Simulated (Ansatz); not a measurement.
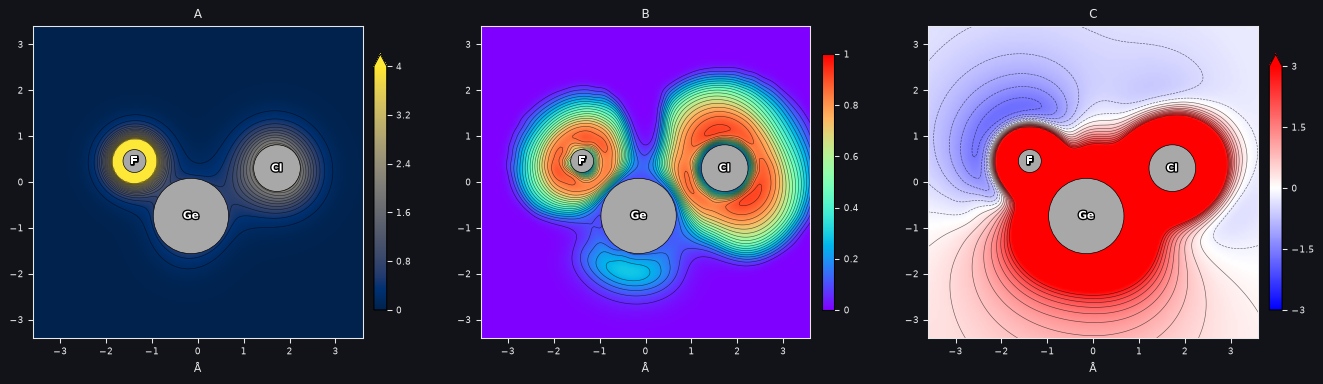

ClFGeH₂···H₂: 3 fields on the plane of atoms Cl2, Ge1 and F4, with unlabelled colour scales. Grey discs cover the atomic cores.

Method: RHF/def2-SVP (Ansatz).

Input

```
crystal:
  periodic: [false, false, false]
  atoms:
    - { symbol: Ge, position_ang: [0.253971, -0.055468, 0.014626] }
    - { symbol: Cl, position_ang: [0.366727, 0.00326, 2.206221] }
    - { symbol: H, position_ang: [1.670784, 0.057087, -0.515159] }
    - { symbol: F, position_ang: [-0.569892, 1.358508, -0.495739] }
    - { symbol: H, position_ang: [-0.542056, -1.26455, -0.428079] }
    - { symbol: H, position_ang: [-2.378578, 0.035434, 0.838678] }
    - { symbol: H, position_ang: [-2.113356, -0.017771, 1.494252] }
basis:
  gaussian: { orbitals: def2-SVP }
hamiltonian:
  xc: hf
relax:
  f_tol: 0.03
  max_steps: 50
output:
  orbitals: {}
```

Run with:

```sh
ansatz run input.yaml --threads 1 --pin off --max-ram 2048MiB --backend cpu --events-out ev --progress --plain --runs-dir out
```

The fields are those of the run's last geometry, not of the input's.

**The panels show electron density, electron localisation function and electrostatic potential in some order. Assign them.**

Panel A: electron density. Panel B: electron localisation function. Panel C: electrostatic potential (strongly positive close to the atoms, with negative regions outside electron-rich atoms). From the grid: Ge–F (1.72 Å): the density is about 0.94 e/Å³ at the midpoint; the ELF peaks at about 0.80 in the valence shell of F, 0.5 Å from its nucleus, and is about 0.20 at the midpoint. Ge–Cl (2.15 Å): ρ at the midpoint is about 0.75 e/Å³, with its minimum of 0.66 e/Å³ about 0.9 Å from Ge; the ELF peaks at about 0.85 in the valence shell of Cl, 0.9 Å from its nucleus, and is about 0.70 at the midpoint.
